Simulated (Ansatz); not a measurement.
CH6BClO2: several calculations on one system

**1. Relaxation**

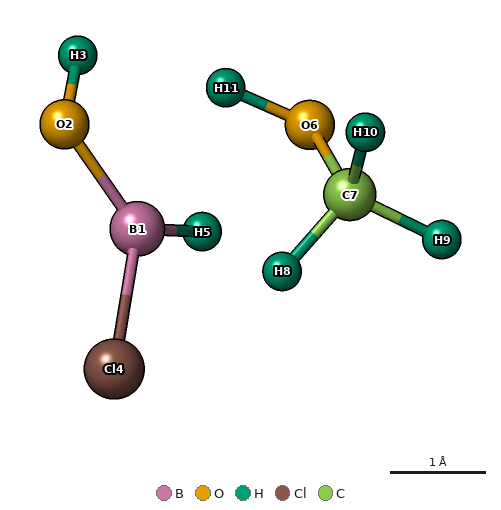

This is the input geometry for a relaxation of CH6BClO2. The picture is a ball-and-stick view, seen from a free direction.

The run prepares an end point of a later path (reaction) calculation, from a guessed geometry.

Method: RKS PBE-D4/def2-SVP (Ansatz).

Input
```yaml
crystal:
  periodic: [false, false, false]
  atoms:
    - { symbol: B, position_ang: [-0.083555, -0.381692, 0.083643] }
    - { symbol: O, position_ang: [-0.613131, -0.81462, 1.29075] }
    - { symbol: H, position_ang: [-1.571612, -0.638343, 1.318851] }
    - { symbol: Cl, position_ang: [1.620043, -0.762473, -0.215559] }
    - { symbol: H, position_ang: [-0.763435, 0.085267, -0.802687] }
    - { symbol: O, position_ang: [0.279289, 1.871992, 1.342844] }
    - { symbol: C, position_ang: [1.617093, 2.323105, 1.493321] }
    - { symbol: H, position_ang: [2.366265, 1.51498, 1.329891] }
    - { symbol: H, position_ang: [1.786128, 3.103739, 0.725005] }
    - { symbol: H, position_ang: [1.797933, 2.782882, 2.492545] }
    - { symbol: H, position_ang: [0.132082, 1.143763, 1.997095] }
basis:
  gaussian: { orbitals: def2-SVP }
hamiltonian:
  xc: pbe
  dispersion: d4
relax:
  f_tol: 0.03
  max_steps: 50
output:
  orbitals: {}
```

Run as
```bash
ansatz run input.yaml --threads 2 --pin off --max-ram 3072MiB --backend cpu --events-out ev --progress --plain --runs-dir out
```

### Predict the outcome.

Over 17 geometry steps the energy falls by 2.94 kcal/mol. The largest force component goes from 0.66 to 0.025 eV/Å. The largest move after the best rigid fit is that of H11, 0.94 Å. Largest moves by element: H 0.94 Å, O 0.74 Å, Cl 0.56 Å, B 0.53 Å, C 0.28 Å. Among the contacts that change: B1–O6 2.607 → 1.805 Å, B1–Cl4 1.771 → 1.848 Å, O6–C7 1.420 → 1.442 Å, B1–H5 1.211 → 1.224 Å. Bond angles that change, for instance: Cl4–B1–H5 120.0° → 115.5°, O2–B1–Cl4 116.6° → 112.5°, O6–C7–H10 112.3° → 109.6°. The run took 41 s on 2 threads of Intel(R) Xeon(R) Platinum 8259CL CPU @ 2.50GHz (Skylake/Cascade Lake), with other jobs on the host, peak memory 0.17 GiB.

Step by step:

```tsv
step	E − E(0), kcal/mol	largest force component, eV/Å
0	0.00	0.6648
1	-0.32	0.2624
2	-0.51	0.2245
3	-0.71	0.2214
4	-1.07	0.4496
5	-1.51	0.2396
6	-1.94	0.1945
7	-2.48	0.2757
8	-2.64	0.1125
9	-2.67	0.2068
10	-2.74	0.0801
11	-2.79	0.0881
12	-2.84	0.1737
13	-2.88	0.1667
14	-2.91	0.1212
15	-2.92	0.0814
16	-2.93	0.0634
17	-2.94	0.0251
```

The structure at the end:

```xyz
11

B     0.0460    0.0006    0.4272
O    -0.9449   -0.7465    1.0467
H    -1.8234   -0.3810    0.8474
Cl    1.6537   -0.9040    0.3245
H    -0.1972    0.7517   -0.5079
O     0.4675    1.2356    1.6746
C     1.4577    2.2138    1.2967
H     2.3823    1.7149    0.9416
H     1.0182    2.8005    0.4702
H     1.6680    2.8812    2.1552
H     0.8392    0.6618    2.3795
```

After the run, drawn alike:

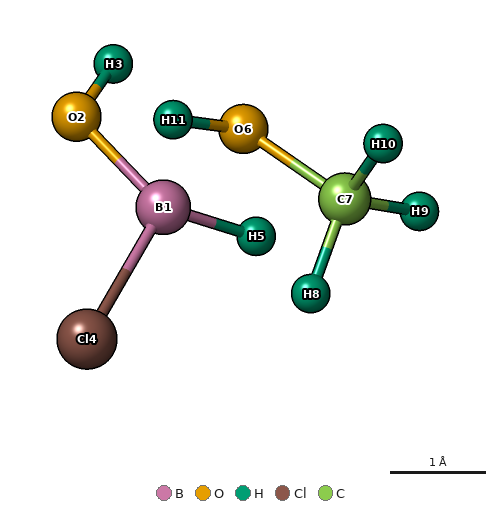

Limits of the set-up: the start holds two separate molecules, 2.2 Å apart at their closest, whose relative position is a soft coordinate.

**2. Relaxation**

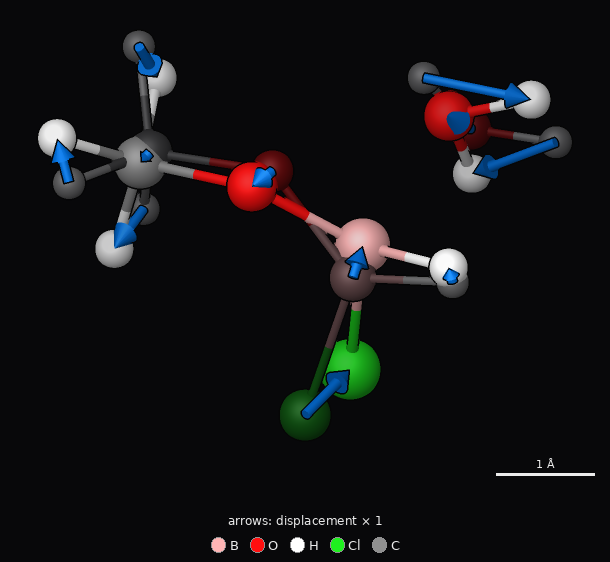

This is a relaxation of CH$_{6}$BClO$_{2}$. The starting structure is drawn faded, the final one solid; blue arrows show the displacements, at their true length. The two geometries are superimposed by the best rigid fit.

A ball-and-stick model, seen at a tilt.

The run prepares an end point of a later path (reaction) calculation, from a guessed geometry.

The calculation used Ansatz 0.2.0, RKS PBE-D4/def2-SVP. Set-up: no spin polarisation; force threshold 0.03 eV/Å; at most 50 steps.

### Describe the change and its energy.

An H atom moves most after the best rigid fit: 1.18 Å. By element the largest moves are H 1.18 Å, Cl 0.82 Å, O 0.65 Å, B 0.35 Å, C 0.14 Å. Near-neighbour distances that change, for instance: B–O 2.610 → 1.911 Å, B–Cl 1.772 → 1.865 Å, B–O 1.381 → 1.365 Å, H–O 0.990 → 0.978 Å. Bond angles that change, for instance: Cl–B–H 119.7° → 114.5°, Cl–B–O 122.9° → 119.4°, H–O–H 101.8° → 105.1°. Groups turn about C–O by about 65°. After 33 accepted moves (38 points after the start) the energy has fallen by 0.113 eV. The largest force component goes from 0.69 to 0.013 eV/Å. The line search rejected the trial steps at points 16, 19, 22, 29, 34 of the run.

Limits of the set-up: the start holds two separate molecules, 2.2 Å apart at their closest, whose relative position is a soft coordinate.

**3. Path**

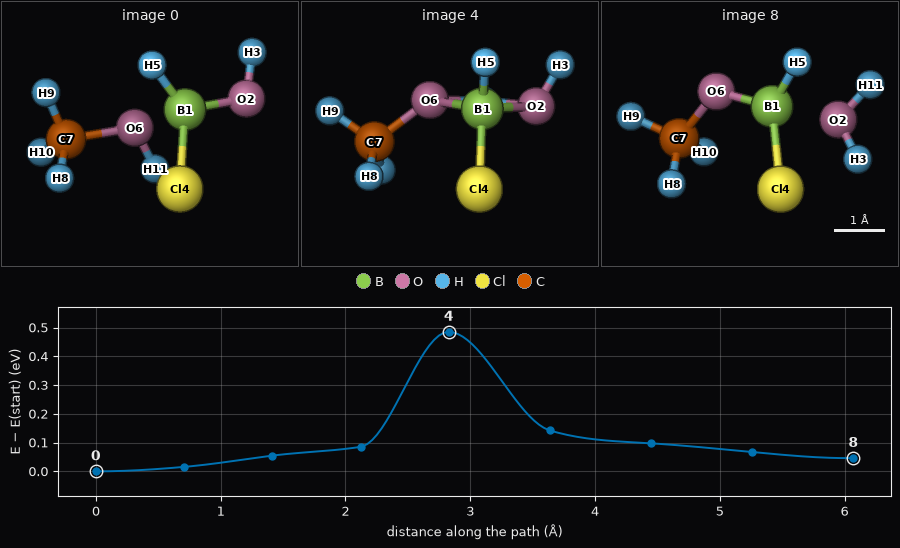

A search for the minimum-energy path of CH₆BClO₂ by the nudged elastic band. Images are numbered from 0 (start) to 8 (end). A ball-and-stick model, seen from a free direction.

All numbers below come from RKS PBE-D4/def2-SVP in Ansatz 0.2.0. Settings: 7 movable images; climbing image; force threshold 0.03 eV/Å; iteration limit 60; starting path through a guess of the saddle point.

### What happens along the path, and what is the barrier?

Breaking: B1–O2 (1.39 → 1.56 at the top → 1.91 Å), O6–H11 (0.98 → 1.25 at the top → 3.17 Å). Forming: B1–O6 (1.81 → 1.55 at the top → 1.37 Å), O2–H11 (2.63 → 1.22 at the top → 0.98 Å). Forward barrier 0.48 eV, backward barrier 0.44 eV, with image 4 at the top; the reaction energy is +0.05 eV. The band converged in 17 iterations. The largest component of the band force went from 87 to 0.025 eV/Å. The climbing image converged on the top of the path. Its vibrational analysis gives 2 imaginary modes over 30i cm⁻¹, so it isn't confirmed as a transition state.

Cost: 4.4 min on 2 threads of Intel(R) Xeon(R) Platinum 8259CL CPU @ 2.50GHz (Skylake/Cascade Lake), on a shared host, peak memory 0.18 GiB.
